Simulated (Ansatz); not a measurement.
Process, species as SMILES: P#P (P2) → P2+ (doublet, bonded as P#P) + e-
B3LYP-D3(BJ)/def2-TZVP geometries, fixed; electronic energies without zero-point terms.

Basis-set convergence of the adiabatic ionisation energy at PBE with Ansatz (a program for electronic structure). Cartesian d functions, on some or all atoms, in 6-311G**; all else is spherical. The program fits the integrals of some runs and decomposes those of others, by size. Open shells are unrestricted. No added dispersion term, no relativity. Functions are those of the species that has most. Reference: the value in aug-cc-pV(5+d)Z, 10.346 eV, itself unsure by roughly 0.002 eV (its mean distance from pcseg-4, aug-pcseg-3, aug-cc-pV(Q+d)Z). Deviations are taken from unrounded values.

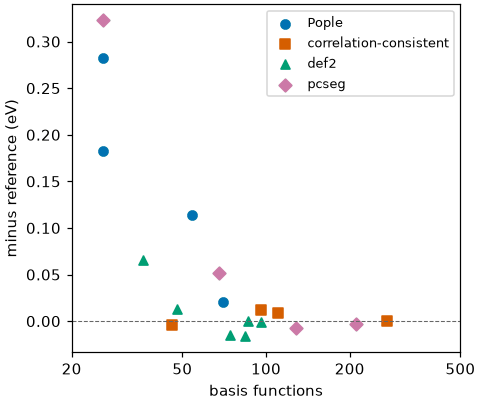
Deviation from the reference against the number of basis functions, by family of sets.

```csv
basis,functions,adiabatic ionisation energy (eV),minus reference (eV)
3-21G,26,10.629,0.283
6-31G,26,10.529,0.183
pcseg-0,26,10.669,0.323
def2-SVP,36,10.412,0.066
cc-pV(D+d)Z,46,10.342,-0.004
def2-SVPD,48,10.360,0.013
6-311G**,54,10.461,0.114
pcseg-2,68,10.398,0.052
"6-311++G(2d,2p)",70,10.367,0.021
def2-TZVP,74,10.331,-0.015
def2-TZVPP,84,10.330,-0.016
def2-TZVPD,86,10.346,0.000
def2-TZVPPD,96,10.345,-0.001
jun-cc-pV(T+d)Z,96,10.358,0.012
aug-cc-pV(T+d)Z,110,10.355,0.009
pcseg-3,128,10.339,-0.008
pcseg-4,210,10.343,-0.003
aug-cc-pV(5+d)Z,272,10.346,0.000
```
